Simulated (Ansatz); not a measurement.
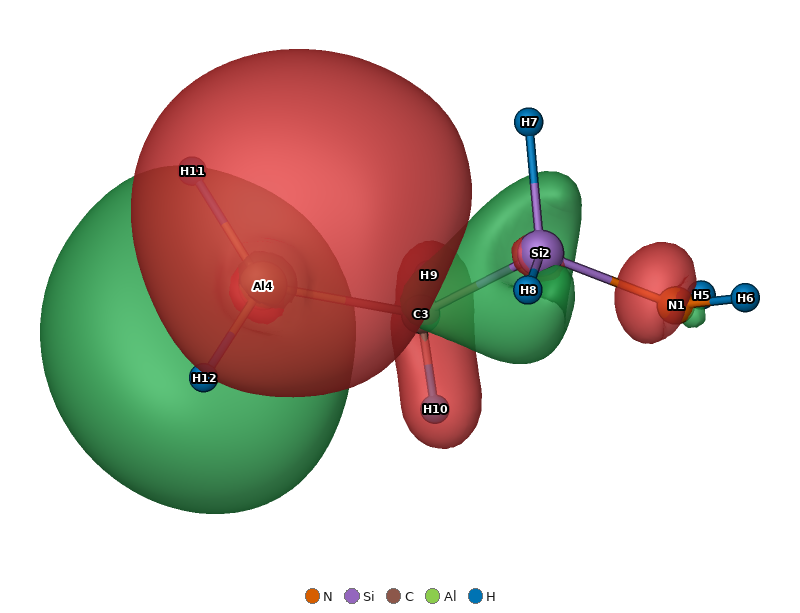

Figure 1: CH$_{8}$AlNSi. The LUMO at ±0.06 Å⁻³ᐟ² (green and red are the two phases), seen from one side.

Geometry: PBE0-D4/def2-TZVP.

Computed with Ansatz, RKS PBE0-D4/def2-TZVPP.

The calculation's input:

```
crystal:
  periodic: [false, false, false]
  atoms:
    - {symbol: N, position_ang: [-0.922465, 2.123681, 0.226270]}
    - {symbol: Si, position_ang: [-0.834615, 0.403492, 0.215766]}
    - {symbol: C, position_ang: [0.843126, -0.175491, -0.333322]}
    - {symbol: Al, position_ang: [1.172923, -2.075633, -0.064997]}
    - {symbol: H, position_ang: [-0.697181, 2.638610, -0.610418]}
    - {symbol: H, position_ang: [-1.670864, 2.574765, 0.728655]}
    - {symbol: H, position_ang: [-1.845750, -0.271323, -0.658891]}
    - {symbol: H, position_ang: [-1.133906, -0.025087, 1.612040]}
    - {symbol: H, position_ang: [0.947022, 0.055102, -1.400570]}
    - {symbol: H, position_ang: [1.591294, 0.400296, 0.223954]}
    - {symbol: H, position_ang: [0.826566, -3.122756, -1.207830]}
    - {symbol: H, position_ang: [1.800850, -2.580755, 1.303345]}
basis:
  gaussian: {orbitals: def2-TZVPP}
hamiltonian: {xc: pbe0, dispersion: d4}
output: {orbitals: {seedname: orbitals}}
```

Run with:

```sh
ansatz run in.yaml --threads 4 --pin off --events-out ev --progress --plain --max-ram 10444MiB
```

Where does this orbital lie, and at what energy?

Answer. It lies mainly on Al4 (about 70 %) and Si2 (about 5 %). Its energy is −1.37 eV.
